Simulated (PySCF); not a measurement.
Consider FHfS (charge +1).

Input file:

```
mol = gto.M(atom='''
Hf    -0.14704     0.00000    -0.45588
S      1.59787     0.00000     0.81478
F     -1.58520     0.00000     0.72399''',
    basis={'Hf': 'def2-SVP', 'S': 'def2-SVP', 'F': 'def2-SVP'},
    ecp={'Hf': 'def2-SVP'},
    charge=1, spin=0)
mf = dft.RKS(mol, xc='PBE0')
mf.grids.atom_grid = (75, 302)  # f atoms: at least (60, 302), unpruned
mf = mf.density_fit()  # Hf def2-universal-JKFIT, S def2-universal-JKFIT, F def2-universal-JKFIT
mf.conv_tol = 1e-09; mf.max_cycle = 55
mf.kernel(dm0)
```

Run with:

```sh
OMP_NUM_THREADS=2 python run.py
```

Core potentials replace the inner electrons of Hf.

All numbers below come from RKS PBE0, Hf def2-SVP with ECP60, S def2-SVP, F def2-SVP; non-relativistic Hamiltonian with scalar-relativistic core potentials where named; density fitting (PySCF 2.14.0).

> Predict the electron density and electron localisation function between the atoms.

Hf–F (1.86 Å): ρ is about 1 e/Å³ halfway; the ELF peaks at about 0.85 in the valence shell of F, 0.5 Å from its nucleus, and drops to about 0.25 between the two atoms.
Hf–S (2.16 Å): ρ is about 0.93 e/Å³ halfway; the ELF peaks at about 0.75 in the valence shell of S, 0.8 Å from its nucleus, and is about 0.40 at the midpoint.

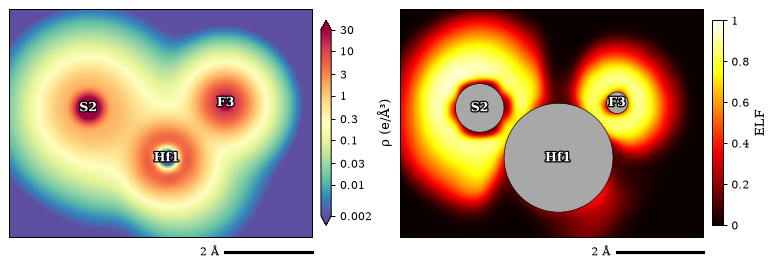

Computed electron density and electron localisation function on the molecular plane, in this order. Grey discs cover the atomic cores in the ELF map. 
